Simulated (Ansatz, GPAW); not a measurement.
# Work function of Mg/Cd(0001) at several levels, part 3 of 3

Aim: the work function of both faces of Mg/Cd(0001), and its spread over functionals and bases.

GPAW 26.7.0 and Ansatz 0.2.0; Ansatz plane waves; slab in vacuum with a dipole correction, relaxation; PAW set soft_1 (the session's first sound run).

So far, upper work function (eV): step 2 (relaxing the atoms, PBE) 3.52; step 3 (the slab's potential, PBE, GPAW) 3.52; step 4 (self-consistent run: xc = "vdW-DF2", GPAW, PAW setups, GPAW) 3.84; step 5 (self-consistent run: xc = "revPBE") 3.47; step 6 (OptPBE vdW: xc = "optPBE-vdW", GPAW, PAW setups, GPAW) 3.69.

**7. Real-space grid: mode = "fd"**

Level of this step: GPAW, PAW setups; slab in vacuum (GPAW).

A real-space grid is a second complete basis, so it checks the plane-wave result.

run.py reads:

```python
import json
import numpy as np
from ase import Atoms
from gpaw import GPAW

slab = Atoms(
    ['Cd', 'Cd', 'Cd', 'Cd', 'Cd', 'Cd', 'Cd', 'Cd', 'Cd', 'Cd', 'Cd', 'Cd', 'Cd', 'Cd', 'Cd', 'Cd', 'Mg'],
    positions=[
        [2.98000, 1.72050, 7.00000],
        [0.00000, 0.00000, 9.81014],
        [2.98159, 1.72142, 12.80521],
        [-0.01175, -0.00678, 15.73007],
        [4.47000, 4.30126, 7.00000],
        [1.49000, 2.58076, 9.81014],
        [4.47000, 4.29942, 12.80521],
        [1.49000, 2.59432, 15.73007],
        [5.96000, 1.72050, 7.00000],
        [2.98000, 0.00000, 9.81014],
        [5.95841, 1.72142, 12.80521],
        [2.99175, -0.00678, 15.73007],
        [7.45000, 4.30126, 7.00000],
        [4.47000, 2.58076, 9.81014],
        [7.45000, 4.30126, 12.73175],
        [4.47000, 2.58076, 15.71120],
        [1.49000, 0.86025, 18.36272]],
    cell=[[5.96, 0.0, 0.0], [2.98, 5.16151, 0.0], [0.0, 0.0, 24.87887]],
    pbc=[True, True, False])

slab.calc = GPAW(mode='fd', h=0.18, xc='PBE', kpts={'size': (6, 6, 1), 'gamma': True},
                 occupations={'name': 'fermi-dirac', 'width': 0.1}, nbands='200%',
                 convergence={'density': 1e-05}, maxiter=200,
                 poissonsolver={'dipolelayer': 'xy'},
                 symmetry={'tolerance': 1e-3}, txt='slab.txt')
result = {}
energy = slab.get_potential_energy()
fermi = slab.calc.get_fermi_level()
v = slab.calc.get_electrostatic_potential().mean((0, 1)) - fermi
n = slab.calc.get_pseudo_density().mean((0, 1))
L = slab.cell[2, 2]
z = np.arange(len(v)) * L / len(v)
low, high = slab.positions[:, 2].min(), slab.positions[:, 2].max()
below, above = np.interp([low - 4.8, high + 4.8], z, v)
slopes = [np.interp(x, z, np.gradient(v, z)) for x in (low - 4.8, high + 4.8)]
eps = np.array([[slab.calc.get_eigenvalues(k, s) for k in range(len(slab.calc.get_ibz_k_points()))]
                for s in range(slab.calc.get_number_of_spins())]) - fermi
top, bottom = eps[eps < 0].max(), eps[eps > 0].min()
dipole = slab.get_dipole_moment()[2]
print(f'energy {energy:.4f} eV, Fermi level {fermi:.4f} eV, dipole {dipole:.5f} e A')
print(f'potential 4.8 A off the faces, from the Fermi level: lower {below:.4f} eV, upper {above:.4f} eV')
print(f'slope of the potential there: lower {slopes[0]:.5f}, upper {slopes[1]:.5f} eV/A')
print(f'nearest levels on the mesh: {top:.4f} and {bottom:.4f} eV')
print('magnetic moment', round(slab.get_magnetic_moment(), 3))
result.update(energy=energy, fermi=fermi, dipole=dipole, below=below, above=above, slopes=slopes, edges=[top, bottom],
              z=z.tolist(), v=v.tolist(), n=n.tolist(), positions=slab.positions.tolist(),
              forces=slab.get_forces(apply_constraint=False).tolist(), moments=slab.get_magnetic_moments().tolist())
json.dump(result, open('result.json', 'w'))
```

Run with:

```console
$ OMP_NUM_THREADS=1 OPENBLAS_NUM_THREADS=1 python run.py
```

Numbers of over 12 decimals in the logs are rounded to 6 here.

The program printed:

```text
energy -15.8853 eV, Fermi level -3.6920 eV, dipole 0.05822 e A
potential 4.8 A off the faces, from the Fermi level: lower 3.8628 eV, upper 3.5207 eV
slope of the potential there: lower -0.00085, upper 0.00074 eV/A
nearest levels on the mesh: -0.0805 and 0.1164 eV
magnetic moment 0.0
```

It took 1.8 h on 1 thread of Arm Neoverse V2, shared host; peak memory 6 GiB.

Numbers from this step:

```
dipole along the normal                    : 0.05822 e·Å
levels nearest the Fermi level on the mesh : -0.08052, 0.1164 eV from the Fermi level
upper work function                        : 3.521 eV
lower work function                        : 3.863 eV
```

The upper face's work function is 3.521 eV, against 3.522 eV in the first plane-wave PBE run at this geometry.

**8. Cost and result by level**

Times are for 1 thread of Arm Neoverse V2, shared host. Results by setting:

```csv
no.,run,upper work function (eV),lower work function (eV),time,memory (GiB)
1,pw,3.522,3.864,24 min,1.1
2,vdW DF2,3.841,4.192,23 min,1.5
3,revPBE,3.471,3.720,24 min,1.1
4,optPBE vdW,3.686,4.038,24 min,1.5
5,fd,3.521,3.863,1.8 h,6.0
```

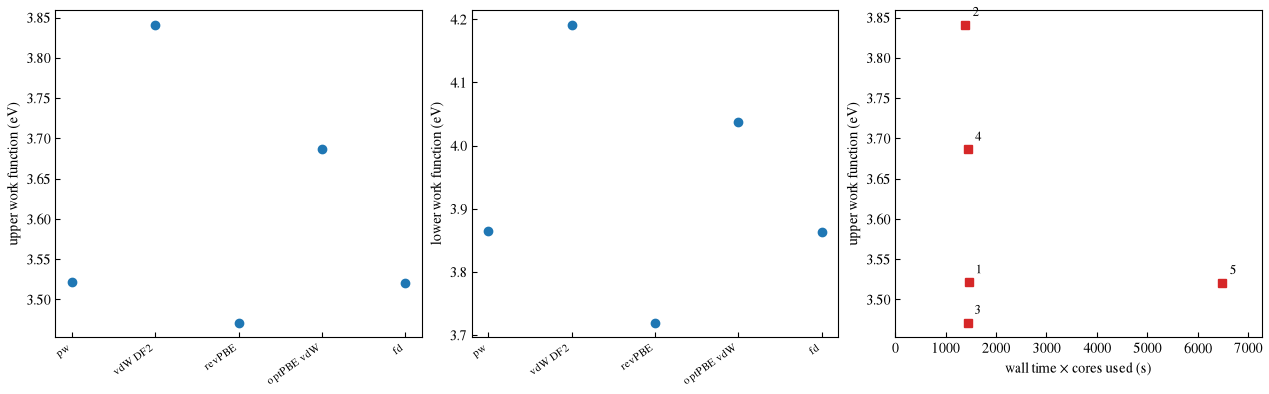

The series as plots; the last panel sets the first result against cost, with the runs numbered as in the table.

**9. A second plane-wave code**

A second program with its own datasets checks the number independently.

This step: Ansatz plane waves; slab in vacuum with a dipole correction; PAW set soft_1 (Ansatz 0.2.0).

input.yaml reads:

```yaml
crystal:
  lattice:
    - [5.96, 0.0, 0.0]
    - [2.98, 5.1615114066, 0.0]
    - [0.0, 0.0, 24.8788731682]
  atoms:
    - { symbol: Cd, position: [0.3333333333, 0.3333333333, 0.2813632254] }
    - { symbol: Cd, position: [0.0, 0.0, 0.3943160904] }
    - { symbol: Cd, position: [0.3335114851, 0.3335114851, 0.5147021931] }
    - { symbol: Cd, position: [-0.0013142228, -0.0013142228, 0.6322660068] }
    - { symbol: Cd, position: [0.3333333333, 0.8333333333, 0.2813632254] }
    - { symbol: Cd, position: [0.0, 0.5, 0.3943160904] }
    - { symbol: Cd, position: [0.3335114851, 0.8329770297, 0.5147021931] }
    - { symbol: Cd, position: [-0.0013142228, 0.5026284455, 0.6322660068] }
    - { symbol: Cd, position: [0.8333333333, 0.3333333333, 0.2813632254] }
    - { symbol: Cd, position: [0.5, 0.0, 0.3943160904] }
    - { symbol: Cd, position: [0.8329770297, 0.3335114851, 0.5147021931] }
    - { symbol: Cd, position: [0.5026284455, -0.0013142228, 0.6322660068] }
    - { symbol: Cd, position: [0.8333333333, 0.8333333333, 0.2813632254] }
    - { symbol: Cd, position: [0.5, 0.5, 0.3943160904] }
    - { symbol: Cd, position: [0.8333333333, 0.8333333333, 0.5117493192] }
    - { symbol: Cd, position: [0.5, 0.5, 0.6315077084] }
    - { symbol: Mg, position: [0.1666666667, 0.1666666667, 0.7380848113] }
kpoints:
  mp_grid: { grid: [6, 6, 1] }
hamiltonian:
  xc: pbe
  pseudopotentials: { kind: paw, azcp: { folder: soft_1 } }
scf:
  occupations: { method: fermi_dirac, width: 0.1 }
efield:
  axis: 3
  dipole_correction: true
  ramp_width: 0.05
output:
  forces: true
  write_potential: true
  write_density: true
  volumetric_format: npy
  elf: true
```

Run with:

```console
$ ansatz run input.yaml --threads 4 --pin off --max-ram 8192MiB --backend cpu --events-out ev --progress --plain --runs-dir out
```

The program printed:

```text
[...]
Crystal: 17 atoms, lattice volume = 765.339 Å³
Basis set: ecut = 420 eV, 14879 PW (Γ), exchange–correlation on 80×80×360 points (8 copies of the dense FFT grid, shifted against one another)
Bands: 198, of which v1, the nominal top of the filled ones, is band 165 counted from 1 (164 counted from 0)
Symmetry: 6 space group operations
[...]
k-points: 7 of 36 (time reversal used)
[...]
SCF iter   9: F=-133994.493108 eV  HF=-133994.493108 eV  |F-HF|=1.61e-8  |Δ(HF+E_count)|=   9.26e-9  Δρ=1.68e-6  dr2=2.71e-8  ethr=3.03e-11  p=0.056 e·Å  D=1.32e-2 V/Å  ΔV_dip=-0.33 eV  dr2_dipole=6.10e-11  V_vac-E_F(+/−)=3.52/3.84 eV  ⟨swp⟩=17.4  Hψ=11567  notcnv=0
SCF 1 converged in 9 iterations: F = -133994.493108 eV  dr2 = 2.71e-8
[...]
SCF converged after 9 iterations
Free energy (F): -133994.493108 eV
[...]
Internal energy: -133994.372203 eV  (E = F + TS)
E sigma→0 (E₀):  -133994.432656 eV
Entropy (-TS):   -0.120905 eV (-7.112 meV/atom)
Fermi energy:    4.938770 eV
Dipole field:    D = 0.013208 V/Å  (p = 0.055864 e·Å, saw-weighted, corrected)
Work function:   Φ+ = 3.5163 eV   Φ− = 3.8449 eV
[...]
--- Forces (eV/Å), atoms counted from 1 ---
  atom   1  Cd     0.02798394     0.01615653    -0.11721458
  atom   2  Cd    -0.01979713    -0.01142988     0.11544750
  atom   3  Cd    -0.00341000    -0.00196876     0.00066095
  atom   4  Cd    -0.00209522    -0.00120968     0.00577529
  atom   5  Cd     0.00000000    -0.03231307    -0.11721458
  atom   6  Cd     0.00000000     0.02285976     0.11544750
  atom   7  Cd     0.00000000     0.00393753     0.00066095
  atom   8  Cd    -0.00000000     0.00241936     0.00577529
  atom   9  Cd    -0.02798394     0.01615653    -0.11721458
  atom  10  Cd     0.01979713    -0.01142988     0.11544750
  atom  11  Cd     0.00341000    -0.00196876     0.00066095
  atom  12  Cd     0.00209522    -0.00120968     0.00577529
  atom  13  Cd     0.00000000     0.00000000    -0.10873979
  atom  14  Cd    -0.00000000    -0.00000000     0.11629761
  atom  15  Cd     0.00000000     0.00000000    -0.00844954
  atom  16  Cd    -0.00000000    -0.00000000    -0.00036862
  atom  17  Mg    -0.00000000    -0.00000000    -0.01276230
  max |Σ_I F_I| component: 1.52e-5 eV/Å
--- Band table (eV; the first three rows and the last of 7) ---
  k-point 0: bands = [... 161 lower, 3.5619, 3.7229, 3.7430, 3.7430, 4.0040, 5.1568, 5.1568, 5.2104, ... 29 higher]
  k-point 1: bands = [... 161 lower, 3.8673, 4.0700, 4.2101, 4.4048, 4.4065, 5.4007, 5.4334, 5.5759, ... 29 higher]
  k-point 2: bands = [... 161 lower, 3.5434, 3.6072, 4.4110, 4.7977, 4.8617, 5.6205, 6.0347, 6.3024, ... 29 higher]
  k-point 6: bands = [... 161 lower, 5.0540, 5.0841, 5.3713, 5.4036, 5.5893, 5.7930, 5.9633, 5.9676, ... 29 higher]
```

Elapsed: 40 s, on 4 threads; peak memory 3.1 GiB.

In the SCF lines HF is the Harris–Foulkes energy and dr2 the Hartree energy of the density residual, in eV; the loop may stop once dr2 is under the threshold and the program's other checks hold. Hψ counts applications of the Hamiltonian.

This step gave:

```
upper work function     : 3.516 eV
lower work function     : 3.845 eV
dipole along the normal : 0.05586 e·Å
vacuum level above      : 8.455 eV
vacuum level below      : 8.784 eV
```

The electrostatic potential energy of an electron (with the applied field's), less the Fermi level, planar mean oscillates, so the rows of the table below give means over windows of 2.9 Å about each position, cut where the curve ends. Its maxima inside the range that stand out by 2 % of the span (Å: eV): 8.4: 1.21, 11.3: 1.71, 14.2: 1.60, 17.4: 2.02. Its minima: 7.0: -11.7, 9.8: -11.8, 12.9: -11.8, 15.8: -11.8, 18.4: -1.70.

Table of electrostatic potential energy of an electron (with the applied field's), less the Fermi level, planar mean by z; means over each step:

```csv
z (Å),"electrostatic potential energy of an electron (with the applied field's), less the Fermi level, planar mean (eV)"
1.45,3.81
4.35,3.51
7.25,-4.83
10.15,-4.78
13.05,-4.82
15.95,-4.78
18.85,1.18
21.75,3.48
24.65,3.52
```

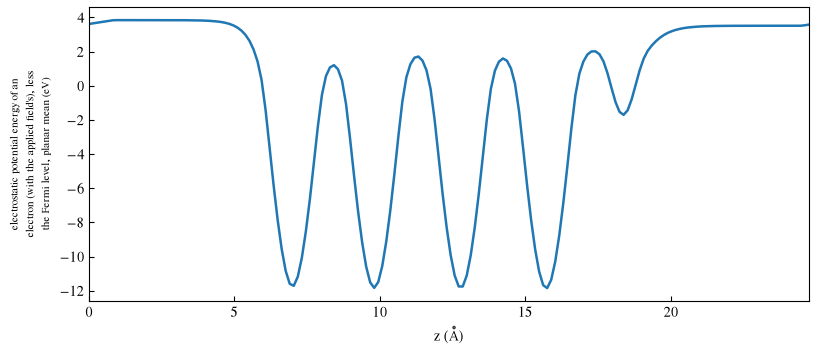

Electrostatic potential energy of an electron (with the applied field's), less the Fermi level, planar mean against z.

The valence density, planar mean oscillates, so the rows of the table below give means over windows of 2.83 Å about each position, cut where the curve ends. Its maxima inside the range that stand out by 2 % of the span (Å: e/Å³): 7.0: 2.69, 9.8: 2.71, 12.9: 2.65, 15.8: 2.70, 18.4: 0.436. Its minima: 8.4: 0.106, 11.3: 0.0873, 14.2: 0.0909, 17.6: 0.0425.

Table of valence density, planar mean by z; means over each step:

```csv
z (Å),"valence density, planar mean (e/Å³)"
1.42,8.1e-6
4.25,0.00829
7.08,0.914
9.91,0.917
12.73,0.915
15.57,0.914
18.39,0.121
21.23,0.00189
24.05,7.3e-6
```

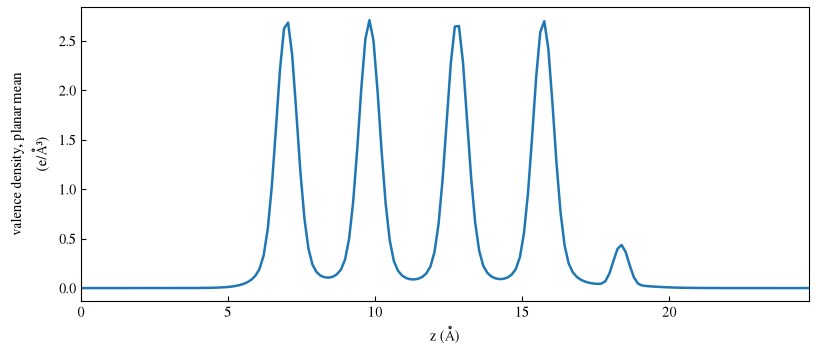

Valence density, planar mean against z.

Force by atom:

```csv
atom,x (eV/Å),y (eV/Å),z (eV/Å),size
Cd1,0.028,0.016,-0.117,0.122
Cd2,-0.020,-0.011,0.115,0.118
Cd3,-0.003,-0.002,0.001,0.004
Cd4,-0.002,-0.001,0.006,0.006
Cd5,0.000,-0.032,-0.117,0.122
Cd6,0.000,0.023,0.115,0.118
Cd7,0.000,0.004,0.001,0.004
Cd8,0.000,0.002,0.006,0.006
Cd9,-0.028,0.016,-0.117,0.122
Cd10,0.020,-0.011,0.115,0.118
Cd11,0.003,-0.002,0.001,0.004
Cd12,0.002,-0.001,0.006,0.006
Cd13,0.000,0.000,-0.109,0.109
Cd14,0.000,0.000,0.116,0.116
Cd15,0.000,0.000,-0.008,0.008
Cd16,0.000,0.000,0.000,0.000
Mg17,0.000,0.000,-0.013,0.013
```

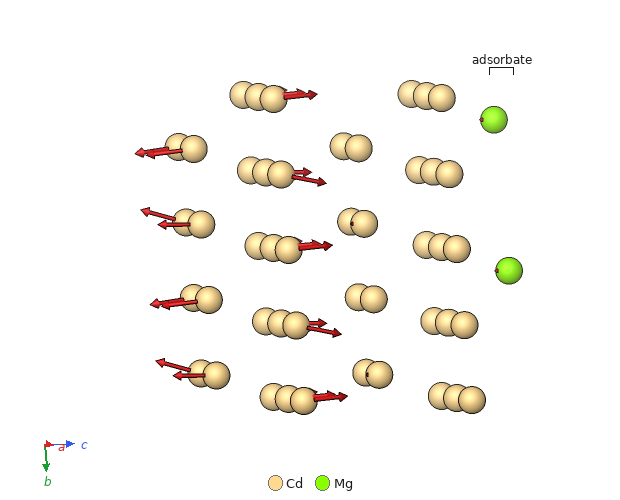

Force as arrows, the longest 0.122 eV/Å. 1×2×1 cells are drawn. Some periodic images of atoms are drawn too.

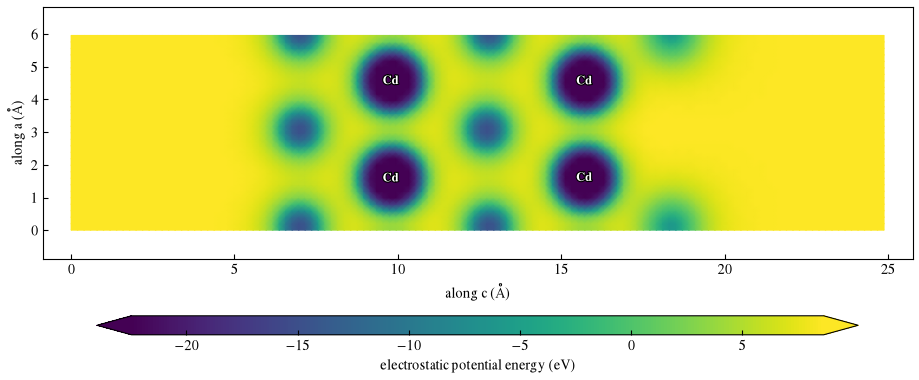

Electrostatic potential energy in the ca plane at fractional y = 0.000, with atoms of Cd within 0.2 Å of it. With pseudopotentials it is smooth inside the atoms' cores, unlike the true potential. The map starts off the cell's origin, so that atoms lie inside it.

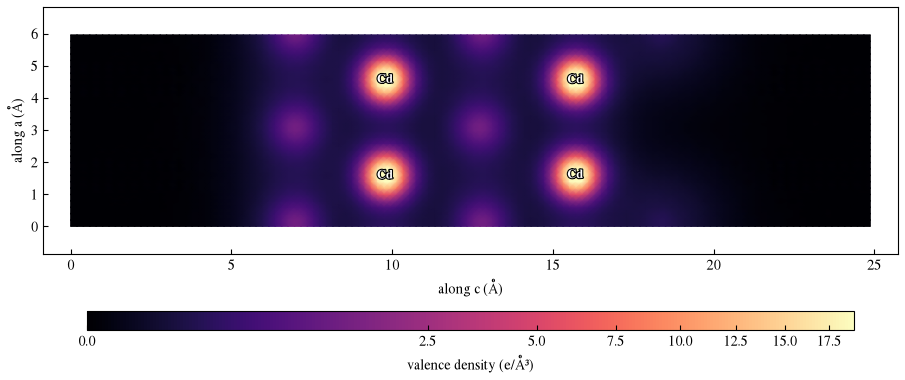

Valence density in the ca plane at fractional y = 0.000, with atoms of Cd within 0.2 Å of it. It is the smooth field of the valence electrons, not physical close to the nuclei. The map starts off the cell's origin, so that atoms lie inside it. The colour scale is stretched toward low values.

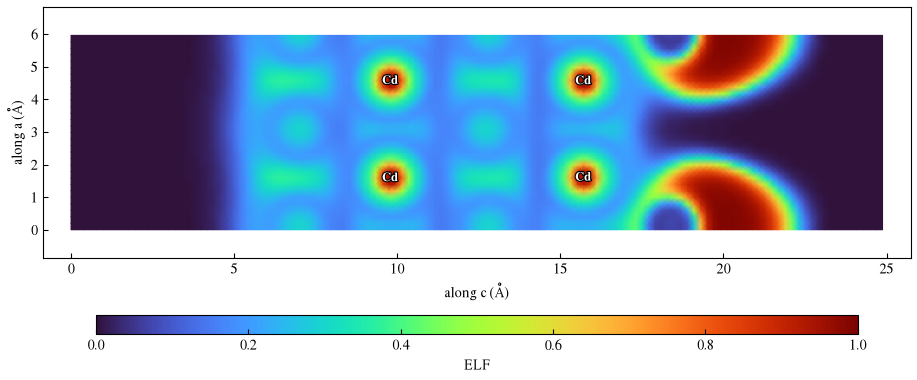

ELF in the ca plane at fractional y = 0.000, with atoms of Cd within 0.2 Å of it. It is the smooth field of the valence electrons, not physical close to the nuclei. The map starts off the cell's origin, so that atoms lie inside it.

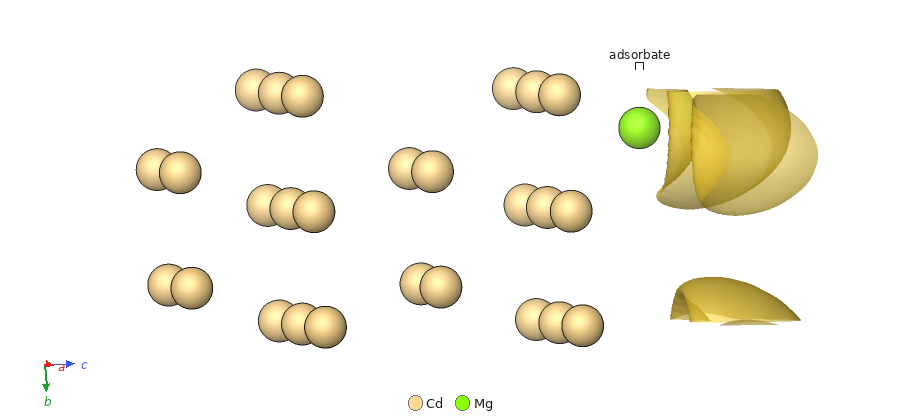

Surface of ELF = 0.85.

The upper face's work function is 3.516 eV, against 3.522 eV in the first plane-wave PBE run at this geometry.

**10. Side by side**

Results and costs are gathered.

This step: comparison of work functions, dipole and cost; PAW set soft_1 (GPAW 26.7.0).

The runs:

```csv
step,code,"work function, upper (eV)","work function, lower (eV)",dipole (e Å),wall time (s),peak memory (GiB),threads
pw,GPAW,3.522,3.864,0.05772,1456,1.06,1
vdW-DF2,GPAW,3.841,4.192,0.05922,1390,1.5,1
revPBE,GPAW,3.471,3.72,0.04176,1442,1.07,1
optPBE-vdW,GPAW,3.686,4.038,0.05934,1445,1.49,1
fd,GPAW,3.521,3.863,0.05822,6489,5.99,1
ansatz,Ansatz,3.516,3.845,0.05586,40.4,3.052,4
```

**11. Summary of results**

| Quantity | Value |
| --- | --- |
| work function, upper and lower face | 3.522 and 3.864 eV |
| dipole along the normal | 0.0577 e Å |

In words: With plane waves and PBE the work function is 3.52 eV on the upper face and 3.86 eV on the lower. The two faces differ by 0.34 eV, the step that the slab's dipole makes (e p/(ε0 A) gives 0.34 eV), so the dipole layer is needed. Over the sound runs of the table the upper face's work function spans 3.471 (revPBE) to 3.841 eV (vdW-DF2). The two plane-wave codes differ by 0.0056 eV on the upper face. The cell of 30.8 Å² holds one Mg, started on one chosen site; other sites and coverages weren't tried. The in-plane lattice was kept as typed, which isn't the functional's own and leaves some strain; spin-orbit coupling and temperature are left out.

[Logs are printed without paths, hosts, clocks, repeated set-up lines and the standing remarks that a program may print on its own settings, such as how far it seeks lower states.]

[Hosts, paths, dates, database ids (printed as entryN), source tags and the programs' standing remarks are cut or masked in the printed files.]
